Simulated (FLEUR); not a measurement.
# GdP: parallel and opposed starts, part 3 of 3

Aim: find out whether GdP carries moments, and which collinear order costs least.

FLEUR MaX-R8.1; PBEsol with U = 6 eV on Gd f; all-electron FLAPW, Dirac cores, scalar-relativistic bands.

So far, largest spin moment in the muffin-tin sphere (μB): step 2 (start 1: ferro +) 7.05; step 3 (run 2 (antiferro q=(0,0,1/2) +-)) 7.08; step 4 (start 3: antiferro q=(0,1/2,1/2) +-) 7.07.

## Step 6: Spin–orbit coupling, moments along [001]

Level of this step: PBEsol with U = 6 eV on Gd f; all-electron FLAPW, Dirac cores, scalar-relativistic bands with spin-orbit coupling (FLEUR).

Spin–orbit coupling ties the spins to the lattice and lets orbital moments form.

A new self-consistent run of the start antiferro q=(0,0,1/2) +-, with the moments along z. Here n_mmp_mat seeds f states of whole m by Hund's three rules. The k list default-1 (kpts.xml, not shown) is a Γ-centred 8×8×4 mesh.

inp.xml

```
<?xml version="1.0" encoding="UTF-8" standalone="no"?>
<fleurInput fleurInputVersion="0.39">
   <comment>
      GdP
   </comment>
   <calculationSetup>
      <cutoffs Kmax="3.6" Gmax="10.8" GmaxXC="10.8" numbands="126"/>
      <scfLoop itmax="130" minDistance="0.0001" maxIterBroyd="15" imix="Anderson" alpha="0.05" precondParam="0.0" spinf="2.0" sdNocoIR="T"/>
      <coreElectrons ctail="T" frcor="F" kcrel="0" coretail_lmax="0"/>
      <xcFunctional name="PBEs" relativisticCorrections="F"/>
      <magnetism jspins="2"/>
      <soc l_soc="T" theta="0.0" phi="0.0" spav="F"/>
      <expertModes spex="0" secvar="F"/>
      <geometryOptimization l_f="F" forcealpha="1.0" forcemix="BFGS" epsdisp="0.00001" epsforce="0.00001"/>
      <ldaU l_linMix="F" mixParam="0.05" spinf="1.0"/>
   </calculationSetup>
   <cell>
      <bzIntegration valenceElectrons="46.0" mode="hist" fermiSmearingEnergy="0.00183747">
         <kPointListSelection listName="default-1"/>
         <xi:include xmlns:xi="http://www.w3.org/2001/XInclude" href="kpts.xml"> </xi:include>
      </bzIntegration>
      <xi:include xmlns:xi="http://www.w3.org/2001/XInclude" href="sym.xml"> </xi:include>
      <bulkLattice scale="1.0">
         <bravaisMatrix>
            <row-1>    0.0000000000000000     5.4233959069468174     5.4233959069468174</row-1>
            <row-2>    5.4233959069468174     0.0000000000000000     5.4233959069468174</row-2>
            <row-3>   10.8467918138936348    10.8467918138936348     0.0000000000000000</row-3>
         </bravaisMatrix>
      </bulkLattice>
   </cell>
   <atomSpecies>
      <species name="Gadolinium7.000" element="Gd" atomicNumber="64">
         <mtSphere radius="2.8" gridPoints="925" logIncrement="0.014"/>
         <atomicCutoffs lmax="10" lnonsphr="8"/>
         <electronConfig flipSpins="F">
            <coreConfig>(1s1/2) (2s1/2) (2p1/2) (2p3/2) (3s1/2) (3p1/2) (3p3/2) (4s1/2) (3d3/2) (3d5/2) (4p1/2) (4p3/2) (4d3/2) (4d5/2)</coreConfig>
            <valenceConfig>(5s1/2) (5p1/2) (5p3/2) (6s1/2) (4f5/2) (4f7/2) (5d3/2) (5d5/2)</valenceConfig>
            <stateOccupation state="(4f5/2)" spinUp="2.5" spinDown="0.5"/>
            <stateOccupation state="(4f7/2)" spinUp="4.0" spinDown="0.0"/>
            <stateOccupation state="(5d3/2)" spinUp="0.4" spinDown="0.0"/>
            <stateOccupation state="(5d5/2)" spinUp="0.6" spinDown="0.0"/>
         </electronConfig>
         <energyParameters s="6" p="6" d="5" f="4"/>
         <ldaU l="3" U="6.0" J="0.0" l_amf="F"/>
         <lo type="SCLO" l="0" n="5" eDeriv="0"/>
         <lo type="SCLO" l="1" n="5" eDeriv="0"/>
      </species>
      <species name="Gadolinium-7.000" element="Gd" atomicNumber="64">
         <mtSphere radius="2.8" gridPoints="925" logIncrement="0.014"/>
         <atomicCutoffs lmax="10" lnonsphr="8"/>
         <electronConfig flipSpins="F">
            <coreConfig>(1s1/2) (2s1/2) (2p1/2) (2p3/2) (3s1/2) (3p1/2) (3p3/2) (4s1/2) (3d3/2) (3d5/2) (4p1/2) (4p3/2) (4d3/2) (4d5/2)</coreConfig>
            <valenceConfig>(5s1/2) (5p1/2) (5p3/2) (6s1/2) (4f5/2) (4f7/2) (5d3/2) (5d5/2)</valenceConfig>
            <stateOccupation state="(4f5/2)" spinUp="0.5" spinDown="2.5"/>
            <stateOccupation state="(4f7/2)" spinUp="0.0" spinDown="4.0"/>
            <stateOccupation state="(5d3/2)" spinUp="0.0" spinDown="0.4"/>
            <stateOccupation state="(5d5/2)" spinUp="0.0" spinDown="0.6"/>
         </electronConfig>
         <energyParameters s="6" p="6" d="5" f="4"/>
         <ldaU l="3" U="6.0" J="0.0" l_amf="F"/>
         <lo type="SCLO" l="0" n="5" eDeriv="0"/>
         <lo type="SCLO" l="1" n="5" eDeriv="0"/>
      </species>
      <species name="Phosphorous (P)" element="P" atomicNumber="15">
         <mtSphere radius="2.09" gridPoints="691" logIncrement="0.017"/>
         <atomicCutoffs lmax="8" lnonsphr="6"/>
         <electronConfig flipSpins="F">
            <coreConfig>(1s1/2) (2s1/2) (2p1/2) (2p3/2)</coreConfig>
            <valenceConfig>(3s1/2) (3p1/2) (3p3/2)</valenceConfig>
            <stateOccupation state="(3p1/2)" spinUp="0.500000" spinDown="0.500000"/>
            <stateOccupation state="(3p3/2)" spinUp="1.000000" spinDown="1.000000"/>
         </electronConfig>
         <energyParameters s="3" p="3" d="3" f="4"/>
      </species>
   </atomSpecies>
   <atomGroups>
      <atomGroup species="Gadolinium7.000">
         <relPos label="                   1">.0000000000 .0000000000 .0000000000</relPos>
         <force calculate="T" relaxXYZ="TTT"/>
      </atomGroup>
      <atomGroup species="Gadolinium-7.000">
         <relPos label="                   2">.0000000000 .0000000000 1.000/2.000</relPos>
         <force calculate="T" relaxXYZ="TTT"/>
      </atomGroup>
      <atomGroup species="Phosphorous (P)">
         <relPos label="                   3">1.000/2.000 1.000/2.000 1.000/4.000</relPos>
         <relPos label="                   4">1.000/2.000 1.000/2.000 -1.000/4.000</relPos>
         <force calculate="T" relaxXYZ="TTT"/>
      </atomGroup>
   </atomGroups>
   <output dos="F" band="F" slice="F">
      <bandDOS minEnergy="-.5*Htr" maxEnergy="0.5*Htr" sigma="0.015" storeEVData="T"/>
      <plotting iplot="0" polar="F">
         <plot TwoD="T" vec1="  1.0  0.0  0.0" vec2="  0.0  1.0  0.0" vec3="  0.0  0.0  1.0" zero="  0.0  0.0  0.0" file="plot"/>
      </plotting>
      <moessbauerParams electricFieldGradient="F" isomerShift="F" coreHyperfine="F" valenceHyperfine="F"/>
   </output>
</fleurInput>
```

crystal.txt

```
GdP
&input film=F cartesian=F /
0.00000000000  2.86993751970  2.86993751970
2.86993751970  0.00000000000  2.86993751970
5.73987503940  5.73987503940  0.00000000000
1.8897261246
1.0 1.0 1.0

4
64 0.00000000000  0.00000000000  0.00000000000 : 7.000
64 0.00000000000  0.00000000000  0.50000000000 : -7.000
15 0.50000000000  0.50000000000  0.25000000000
15 0.50000000000  0.50000000000  0.75000000000

&soc 0.0000000 0.0000000 /
&kpt div1=8 div2=8 div3=4 gamma=T /
```

Launch:

```console
$ OMP_NUM_THREADS=1 inpgen -f crystal.txt > inpgen.log  # inp.xml is then edited as shown
$ OMP_NUM_THREADS=1 mpirun -n 4 fleur_MPI > fleur.log
```

The log of the run:

```text
[banner, memory and clock lines left out]
Welcome to FLEUR        (www.flapw.de)
      MaX-Release 8.1          (www.max-centre.eu)

 ========== k-point set info ==========
 Selected k-point list: default-1
 k-point list type: mesh
 8 x 8 x 4
 Number of k points: 132

 [... set-up left out ...]
 Iteration:     1   Distance:      22.27549001 me/bohr^3
 Iteration:     2   Distance:      21.36103123 me/bohr^3
 Iteration:     3   Distance:       7.72388182 me/bohr^3
 Iteration:     4   Distance:       4.00208170 me/bohr^3
 Iteration:     5   Distance:       1.48936823 me/bohr^3
 Iteration:     6   Distance:       0.32289925 me/bohr^3
 Iteration:     7   Distance:       0.31811293 me/bohr^3
 Iteration:     8   Distance:       0.07963336 me/bohr^3
 Iteration:     9   Distance:       0.08235439 me/bohr^3
 Iteration:    10   Distance:       0.00983351 me/bohr^3
 Iteration:    11   Distance:       0.01116663 me/bohr^3
 Iteration:    12   Distance:       0.00123283 me/bohr^3
 Iteration:    13   Distance:       0.00029718 me/bohr^3
 Iteration:    14   Distance:       0.00038515 me/bohr^3
 Iteration:    15   Distance:       0.00018108 me/bohr^3
 Iteration:    16   Distance:       0.00016279 me/bohr^3
 Iteration:    17   Distance:       0.00008947 me/bohr^3

 ********************************************************************
 Run finished successfully
 Stop message:
   all done
 ********************************************************************

--- out.xml (last complete iteration) ---
<iteration numberForCurrentRun="   17" overallNumber="   17">
         [... left out ...]
         <bandgap value="0.1162848449" units="eV"/>
         <sumValenceSingleParticleEnergies value="-8.7335244712" units="Htr"/>
         <FermiEnergy value="0.2766504784" units="Htr"/>
         [... left out ...]
         <magneticMomentsInMTSpheres units="muBohr">
            <globalMagMoment atomType="1" vec="0.00000   0.00000   7.07380"/>
            <globalMagMoment atomType="2" vec="0.00000   0.00000  -7.07380"/>
            <globalMagMoment atomType="3" vec="0.00000   0.00000   0.00000"/>
         </magneticMomentsInMTSpheres>
         <orbitalMomentsInMTSpheres units="muBohr">
            <globalMagMoment atomType="1" vec="-0.00012  -0.00012  -0.00289"/>
            <globalMagMoment atomType="2" vec="0.00012   0.00012   0.00289"/>
            <globalMagMoment atomType="3" vec="0.00000   0.00000   0.00000"/>
         </orbitalMomentsInMTSpheres>
         [... left out ...]
         <totalEnergy value="   -23236.7394525826" units="Htr">
            <sumOfEigenvalues value="   -14259.9107121485">
               <coreElectrons value="-14251.1771876773"/>
               <valenceElectrons value="-8.7335244712"/>
            </sumOfEigenvalues>
         [... left out ...]
            <freeEnergy value="-23236.7395685511"/>
            <extrapolationTo0K value="-23236.7395105668"/>
         </totalEnergy>
         [... left out ...]
         <ldaUDensityMatrixConvergence>
            <distance spin="1" distance="0.000001"/>
            <distance spin="2" distance="0.000001"/>
         </ldaUDensityMatrixConvergence>
         <densityConvergence units="me/bohr^3">
            <chargeDensity spin="1" distance="0.0000629668"/>
            <chargeDensity spin="2" distance="0.0000524216"/>
            <overallChargeDensity distance="0.0000894679"/>
            <spinDensity distance="0.0000736286"/>
         </densityConvergence>
      </iteration>
```

The job ended after 5.2 min (4 MPI ranks of Intel Xeon 6975P-C (Granite Rapids), shared host; peak memory 1.1 GiB; 21 min of CPU time).

Spin moment in the muffin-tin sphere by atom:

```csv
atom,spin moment in the muffin-tin sphere (μB)
Gd1,7.07
Gd2,-7.07
P3,0.00
P4,0.00
```

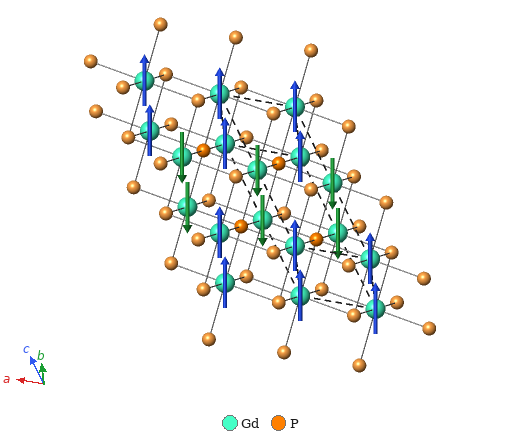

Spin moment in the muffin-tin sphere as arrows, the longest 7.07 μB. Up and down stand for the sign. Arrows give size and sign along the axis of quantisation, drawn up and down the page. The two directions have two colours. 2×1×1 cells are drawn. Some periodic images of atoms are drawn too.

This step gave:

```
free energy                                                       : -632303.8955 eV
program's band gap on this mesh (in a metal only a level spacing) : 0.1163 eV
magnetization                                                     : 0 μB
final state                                                       : antiferromagnetic
orbital moment along the spin                                     : 0 μB
```

Orbital moment in the sphere, along the spin axis by atom:

```csv
atom,"orbital moment in the sphere, along the spin axis (μB)"
Gd1,-0.0029
Gd2,0.0029
P3,0.0000
P4,0.0000
```

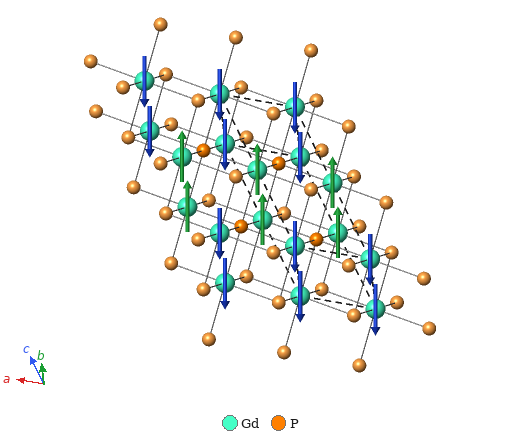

Orbital moment in the sphere, along the spin axis as arrows, the longest 0.00289 μB. Up and down stand for the sign. Arrows give size and sign along the axis of quantisation, drawn up and down the page. The two directions have two colours. 2×1×1 cells are drawn. Some periodic images of atoms are drawn too.

## Step 7: Results

- lowest state found: antiferromagnetic (typed antiferro q=(0,0,1/2) +-)
- largest site spin moment: 7.08 μB
- next finished state: antiferromagnetic, 4.71 meV a seeded atom higher
- orbital moment on the atom of largest spin, along its spin (spin–orbit run): -0.00289 μB
- spin plus orbital moment: Gd 7.07 μB

In words: The lowest state found is antiferromagnetic, reached from the start antiferro q=(0,0,1/2) +-, with moments up to 7.08 μB. The next finished state costs 4.7 meV a seeded atom. The shell is near half filling, where Hund's rules give no orbital moment. Only 3 starts were tried; other patterns of signs, canted and longer-period orders were not. The f shell is half filled, so the spin-only picture is fair.

[Logs and program files are shortened in this print: banners, set-up blocks, solver, clock and traceback lines can be left out without a mark of their own.]

[Logs are printed without paths, hosts, clocks, repeated set-up lines and the standing remarks that a program may print on its own settings, such as how far it seeks lower states.]

[Hosts, paths, dates, database ids (printed as entryN), source tags and the programs' standing remarks are cut or masked in the printed files.]

[Where a cell is said to come from a database of computed structures, the database is the Materials Project.]
